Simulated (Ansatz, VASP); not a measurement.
# Cross-check of GaP between VASP and Ansatz, part 2 of 2

One calculation is typed for both programs; each brings its own data sets. How far apart do they land?  Valence electrons are named where the data sets of a main pair hold unlike numbers.

VASP 6.6.1 and Ansatz 0.2.0.

So far. Step 3 (VASP: band structure, HSE06): The k-mesh is coarse for exact exchange; levels may shift by about 0.1 eV on a finer one. Spin-orbit coupling is off here; it would split degenerate levels. The PAW data sets were made with PBE, which is usual practice but a small mismatch for other functionals.

## 4. Comparison

Known differences besides the potentials themselves: exact exchange at q = 0 is treated differently, which shows on coarse meshes; VASP keeps PBE cores, Ansatz makes them for the functional; the cutoff is 420 eV in Ansatz and 400 eV in VASP; VASP takes a coarser grid for exact exchange (PRECFOCK = Fast). Total energies have different zeros and are not compared.

The two programs side by side:

```
                     quantity  Ansatz   VASP  difference
gap over the path points (eV)   2.317  2.319      -0.003
```

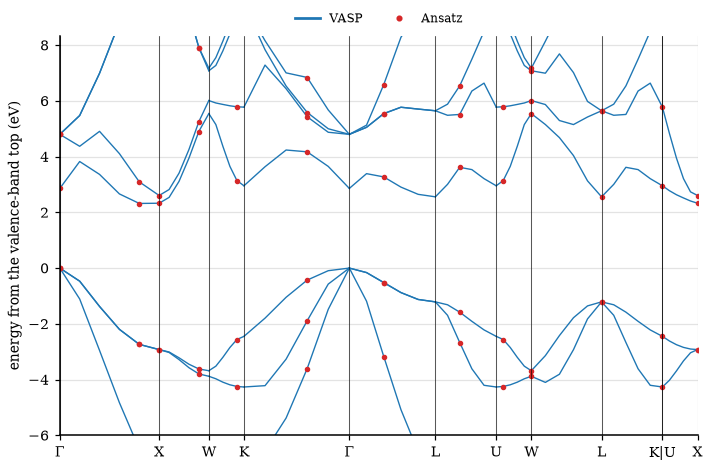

Bands from VASP (lines) and levels from Ansatz (dots). Dots without a line are higher empty bands that the VASP plot leaves out.

Levels at points of the path, from each program's valence-band top (eV; 3 filled, then empty):

```
k (reciprocal lattice)                             Ansatz                               VASP
     0.000 0.000 0.000      0.00 0.00 0.00 2.86 4.79 4.79      0.00 0.00 0.00 2.86 4.80 4.80
     0.400 0.000 0.400  -6.50 -2.74 -2.74 2.32 3.09 10.72  -6.49 -2.74 -2.74 2.32 3.09 10.74
     0.500 0.000 0.500  -7.33 -2.93 -2.93 2.32 2.60 12.08  -7.33 -2.92 -2.92 2.33 2.60 12.10
     0.500 0.200 0.700   -7.11 -3.80 -3.62 4.90 5.25 7.89   -7.11 -3.80 -3.62 4.91 5.26 7.91
     0.400 0.350 0.750   -7.09 -4.25 -2.57 3.14 5.78 9.00   -7.08 -4.25 -2.56 3.14 5.79 9.02
     0.150 0.150 0.300   -3.61 -1.89 -0.43 4.17 5.42 5.58   -3.61 -1.89 -0.43 4.17 5.43 5.59
     0.200 0.200 0.200   -3.17 -0.52 -0.52 3.27 5.54 5.54   -3.17 -0.52 -0.52 3.27 5.54 5.54
     0.550 0.400 0.550   -7.08 -2.67 -1.58 3.62 5.51 6.53   -7.08 -2.67 -1.58 3.62 5.51 6.54
     0.600 0.250 0.650   -7.09 -4.25 -2.57 3.14 5.78 9.00   -7.08 -4.25 -2.56 3.14 5.79 9.02
     0.500 0.250 0.750   -7.08 -3.89 -3.69 5.53 6.01 7.07   -7.08 -3.88 -3.68 5.54 6.01 7.08
```

Among the levels compared at these points, filled levels agree within 5 meV and empty ones within 22 meV.

## 5. Ansatz: band structure, PBE0

The same path points are solved in both programs, so levels can be compared one by one.

input.yaml reads:

```yaml
crystal:
  lattice:
    - [0.0, 2.72525, 2.72525]
    - [2.72525, 0.0, 2.72525]
    - [2.72525, 2.72525, 0.0]
  atoms:
    - { symbol: Ga, position: [0.0, 0.0, 0.0] }
    - { symbol: P, position: [0.25, 0.25, 0.25] }
hamiltonian:
  xc: pbe0
  pseudopotentials: { kind: paw }
kpoints:
  mp_grid: { grid: [4, 4, 4] }
  band_path:
    path:
      - [0.0, 0.0, 0.0]
      - [0.4, 0.0, 0.4]
      - [0.5, 0.0, 0.5]
      - [0.5, 0.2, 0.7]
      - [0.4, 0.35, 0.75]
      - [0.15, 0.15, 0.3]
      - [0.2, 0.2, 0.2]
      - [0.55, 0.4, 0.55]
      - [0.6, 0.25, 0.65]
      - [0.5, 0.25, 0.75]
      - [0.5, 0.5, 0.5]
      - [0.375, 0.375, 0.75]
      - [0.5, 0.0, 0.5]
    npoints: 1
scf:
  occupations: { method: gaussian, width: 0.02 }
  n_extra_bands: 7
output:
  forces: true
  stress: true
  eigenvalues: true
```

The run is started by

```console
ansatz run input.yaml --threads 4 --pin off --max-ram 9216MiB --backend cpu --events-out ev --progress --plain --runs-dir out
```

Numbers of over 12 decimals in the logs are rounded to 6 here.

The program printed:

```text
[...]
Crystal: 2 atoms, lattice volume = 40.481 Å³
Basis set: ecut = 420 eV, 749 PW (Γ), exchange–correlation on 54×54×54 points (8 copies of the dense FFT grid, shifted against one another)
Bands: 16, of which v1, the nominal top of the filled ones, is band 9 counted from 1 (8 counted from 0)
Symmetry: 24 space group operations
[...]
k-points: 8 of 64 (time reversal used)
[...]
--- Band table (eV; the first three rows and the last of 8) ---
  k-point 0: bands = [... 5 lower, -7.5341, 6.3072, 6.3072, 6.3072, 9.8375, 11.7914, 11.7914, 11.7914, ... 3 higher]
  k-point 1: bands = [... 5 lower, -6.6998, 2.1029, 5.5930, 5.5930, 10.0677, 12.7093, 12.7093, 14.4578, ... 3 higher]
  k-point 2: bands = [... 5 lower, -5.2989, -1.0012, 5.0773, 5.0773, 9.5359, 12.6456, 12.6456, 16.2825, ... 3 higher]
  k-point 7: bands = [... 5 lower, -4.2204, -0.8470, 2.3767, 2.5821, 12.5361, 13.0276, 14.0725, 14.1799, ... 3 higher]
[key lines of the parts left out:]
Free energy (F): -4540.708584 eV
Fermi energy:    7.804441 eV
P = ⅓ Tr σ = 0.9053 GPa (9.053 kbar)
```

Elapsed: 10 s, on 4 threads of AMD EPYC 7R13 (Zen 3), shared host; peak memory 0.63 GiB.

For the gap on path, step 4 gave 2.32 eV; this run, with PBE0, gives 2.98 eV.

## 6. VASP: band structure, PBE0

The same cell, functional, mesh and smearing now go to VASP, with its own data sets.

The run reads the wave functions of an earlier VASP run, which isn't shown here.

INCAR reads:

```
SYSTEM = GaP
PREC = Accurate
ENCUT = 400
EDIFF = 1E-06
NELM = 100
ISMEAR = 0
SIGMA = 0.02
LREAL = .FALSE.
ALGO = Normal
LHFCALC = .TRUE.
AEXX = 0.25
GGA = PE
LASPH = .TRUE.
NBANDS = 15
PRECFOCK = Fast
HFRCUT = -1
LORBIT = 11
LWAVE = .FALSE.
LCHARG = .FALSE.
KPAR = 4
```

POSCAR reads:

```
GaP
1.0
    0.0000000000      2.7252500000      2.7252500000
    2.7252500000      0.0000000000      2.7252500000
    2.7252500000      2.7252500000      0.0000000000
Ga P
1 1
Direct
    0.0000000000      0.0000000000      0.0000000000
    0.2500000000      0.2500000000      0.2500000000
```

KPOINTS reads:

```
Automatic mesh
0
Gamma
4 4 4
0 0 0
```

KPOINTS_OPT reads:

```
Line mode
6
Line-mode
Reciprocal
  0.00000000   0.00000000   0.00000000 GAMMA
  0.50000000   0.00000000   0.50000000 X

  0.50000000   0.00000000   0.50000000 X
  0.50000000   0.25000000   0.75000000 W

  0.50000000   0.25000000   0.75000000 W
  0.37500000   0.37500000   0.75000000 K

  0.37500000   0.37500000   0.75000000 K
  0.00000000   0.00000000   0.00000000 GAMMA

  0.00000000   0.00000000   0.00000000 GAMMA
  0.50000000   0.50000000   0.50000000 L

  0.50000000   0.50000000   0.50000000 L
  0.62500000   0.25000000   0.62500000 U

  0.62500000   0.25000000   0.62500000 U
  0.50000000   0.25000000   0.75000000 W

  0.50000000   0.25000000   0.75000000 W
  0.50000000   0.50000000   0.50000000 L

  0.50000000   0.50000000   0.50000000 L
  0.37500000   0.37500000   0.75000000 K

  0.62500000   0.25000000   0.62500000 U
  0.50000000   0.00000000   0.50000000 X
```

Potentials, in the order of the species: Ga_d and P (PBE family, release 64).

The run is started by

```console
mpirun -np 4 vasp_std
```

The program printed:

```text
[banner, memory and clock lines left out]
running    4 mpi-ranks, on    1 nodes
[...]
LDA part: xc-table for (Slater+PW92), standard interpolation
 found WAVECAR, reading the header
 POSCAR, INCAR and KPOINTS ok, starting setup
[...]
HFRCUT set to (new)   8.520141
 reading WAVECAR
 the WAVECAR file was read successfully
 initial charge from wavefunction
 entering main loop
       N       E                     dE             d eps       ncg     rms          rms(c)
DAV:   1    -0.115658923502E+02   -0.11566E+02   -0.49874E-01   343   0.159E+01    0.132E+00
DAV:   2    -0.115643650797E+02    0.15273E-02   -0.51777E-02   337   0.352E+00    0.108E+00
DAV:   3    -0.115629580530E+02    0.14070E-02   -0.57748E-03   325   0.138E+00    0.640E-01
DAV:   4    -0.115626783584E+02    0.27969E-03   -0.88679E-04   312   0.347E-01    0.344E-01
[...]
DAV:   8    -0.115625485811E+02    0.38606E-05   -0.98512E-07   162   0.901E-03    0.341E-02
DAV:   9    -0.115625470556E+02    0.15255E-05   -0.57799E-07   134   0.612E-03    0.177E-02
DAV:  10    -0.115625464727E+02    0.58290E-06   -0.22350E-07   120   0.377E-03
   1 F= -.11562546E+02 E0= -.11562546E+02  d E =-.530651E-39
 Start KPOINTS_OPT (optional k-point list driver)
k-point batch [1-8\60]
       N       E                     dE             ncg
DAV:   1    -0.336878805171E+03   -0.31219E+04      248
DAV:   2    -0.108127638866E+04   -0.74440E+03      254
DAV:   3    -0.113844083507E+04   -0.57164E+02      303
DAV:   4    -0.113977964933E+04   -0.13388E+01      303
DAV:   5    -0.113980338218E+04   -0.23733E-01      338
DAV:   6    -0.113980409897E+04   -0.71679E-03      364
DAV:   7    -0.113980411961E+04   -0.20641E-04      331
DAV:   8    -0.113980412051E+04   -0.90277E-06      276
[...]
k-point batch [57-60\60]
       N       E                     dE             ncg
DAV:   1     0.223711316948E+04   -0.26440E+04      120
DAV:   2     0.186692215688E+04   -0.37019E+03      127
DAV:   3     0.184144935711E+04   -0.25473E+02      148
DAV:   4     0.184090887182E+04   -0.54049E+00      169
DAV:   5     0.184089901947E+04   -0.98524E-02      177
DAV:   6     0.184089865150E+04   -0.36797E-03      193
DAV:   7     0.184089864778E+04   -0.37189E-05      176
DAV:   8     0.184089864775E+04   -0.31617E-07      144
```

From OUTCAR (step 6):

```text
 POSITION                                       TOTAL-FORCE (eV/Angst)
 -----------------------------------------------------------------------------------
      0.00000      0.00000      0.00000        -0.000000     -0.000000     -0.000000
      1.36262      1.36262      1.36262         0.000000      0.000000      0.000000
 -----------------------------------------------------------------------------------
    total drift:                               -0.000048     -0.000043     -0.000023

  FREE ENERGIE OF THE ION-ELECTRON SYSTEM (eV)
  ---------------------------------------------------
  free  energy   TOTEN  =       -11.5625464727 eV

  energy  without entropy=      -11.5625464727  energy(sigma->0) =      -11.56254647

[... 2 parts as in an earlier step ...]

[... 1 further part left out ...]
[key lines of the parts left out:]
E-fermi :   4.0512
```

The k-mesh is coarse for unscreened exact exchange, which converges slowly with it.

## 7. Side by side

The two programs side by side:

```
                     quantity  Ansatz   VASP  difference
gap over the path points (eV)   2.982  2.994      -0.012
```

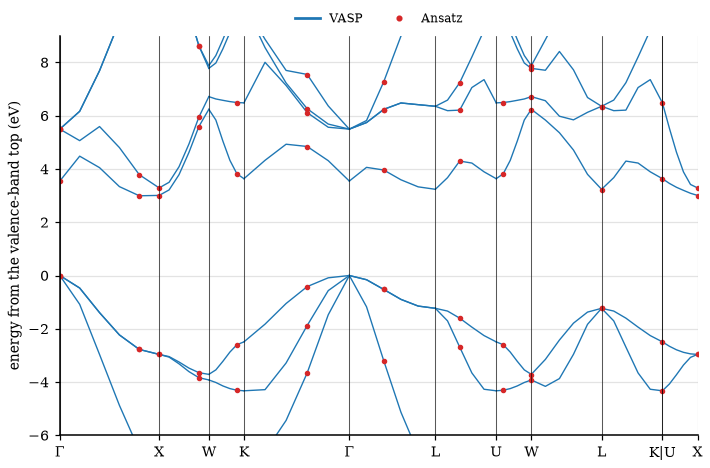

Bands from VASP (lines) and levels from Ansatz (dots). Dots without a line are higher empty bands that the VASP plot leaves out.

Levels at points of the path, from each program's valence-band top (eV; 3 filled, then empty):

```
k (reciprocal lattice)                             Ansatz                               VASP
     0.000 0.000 0.000      0.00 0.00 0.00 3.53 5.48 5.48      0.00 0.00 0.00 3.55 5.50 5.50
     0.400 0.000 0.400  -6.56 -2.77 -2.77 2.98 3.78 11.45  -6.56 -2.77 -2.77 2.99 3.79 11.48
     0.500 0.000 0.500  -7.41 -2.96 -2.96 2.99 3.28 12.81  -7.40 -2.96 -2.96 3.01 3.29 12.83
     0.500 0.200 0.700   -7.18 -3.85 -3.66 5.59 5.95 8.61   -7.18 -3.84 -3.65 5.59 5.95 8.62
     0.400 0.350 0.750   -7.15 -4.32 -2.60 3.81 6.49 9.73   -7.15 -4.31 -2.60 3.82 6.50 9.74
     0.150 0.150 0.300   -3.66 -1.89 -0.41 4.84 6.11 6.26   -3.66 -1.88 -0.42 4.84 6.12 6.26
     0.200 0.200 0.200   -3.20 -0.52 -0.52 3.95 6.23 6.23   -3.20 -0.52 -0.52 3.96 6.24 6.24
     0.550 0.400 0.550   -7.16 -2.69 -1.60 4.29 6.20 7.23   -7.15 -2.69 -1.60 4.30 6.21 7.24
     0.600 0.250 0.650   -7.15 -4.32 -2.60 3.81 6.49 9.73   -7.15 -4.31 -2.60 3.82 6.50 9.74
     0.500 0.250 0.750   -7.15 -3.93 -3.73 6.23 6.72 7.76   -7.15 -3.92 -3.71 6.24 6.72 7.78
```

Among the levels compared at these points, filled levels agree within 14 meV and empty ones within 26 meV.

## 8. What came out

```json
{
  "largest difference of a filled level at the path points (band structure, HSE06)": "4.9 meV",
  "largest difference of a filled level at the path points (band structure, PBE0)": "14 meV"
}
```

**Reading.** The largest difference of a filled level at the path points is 14 meV (band structure, PBE0), within the 80 meV picked in this series as the mark of a large difference. How closely two codes agree says nothing of how well the functional describes the real material.

[Lines on the potential files, build, host, timing and source positions are cut from VASP's logs without a mark.]

[Logs are printed without paths, hosts, clocks, repeated set-up lines and the standing remarks that a program may print on its own settings, such as how far it seeks lower states.]

[Hosts, paths, dates, database ids (printed as entryN), source tags and the programs' standing remarks are cut or masked in the printed files.]
